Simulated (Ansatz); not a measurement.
The end point of a relaxation of CdSe. Space group P6₃mc (No. 186), wurtzite type. Level of theory: r2SCAN (plane waves to 500 eV, PAW, scalar-relativistic; Ansatz, an electronic-structure program).

Space group P6₃mc (No. 186); a = b = 4.3397 Å, c = 7.0783 Å, α = β = 90.00°, γ = 120.00°

```csv
atom,site,symmetry,x,y,z
Cd,2b,3m.,0.6667,0.3333,0.0005
Se,2b,3m.,0.3333,0.6667,0.1247
```

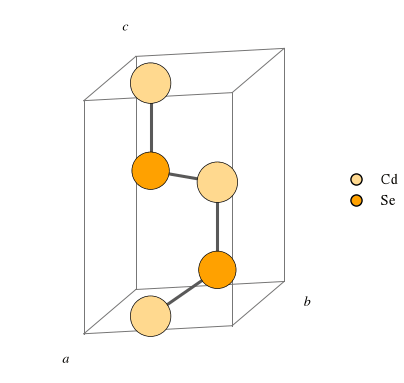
Figure: The conventional cell of the relaxed structure

For CdSe, the volume per atom comes out as 28.86 Å³ and the density comes out as 5.51 g/cm³. The band gap is 1.10 eV, direct at Γ (no spin-orbit coupling) and the shortest distances comes out as Cd–Se 2.66 Å. The k-mesh is 9×9×5.

Band energies at high-symmetry points (eV from the VBM; labels of this space group; no spin-orbit coupling), from −5 eV up to 6.1 eV:

```tsv
point	energies
Γ	-4.26 -0.73 -0.73 -0.04 0.00 0.00 1.10 2.64
M	-4.09 -3.52 -2.57 -1.80 -1.28 -0.73 3.63 3.72 5.10
K	-3.67 -3.67 -2.97 -1.81 -1.81 -1.63 4.56 5.16 5.16
A	-2.56 -2.56 -0.38 -0.38 -0.38 -0.38 2.78 2.78
L	-4.09 -4.09 -1.31 -1.31 -1.30 -1.30 3.34 3.34 5.28 5.28
H	-3.98 -3.98 -2.37 -2.37 -1.09 -1.09 4.20 4.20
```

No spin polarisation in the result.

The run could not lose the symmetry of its start.
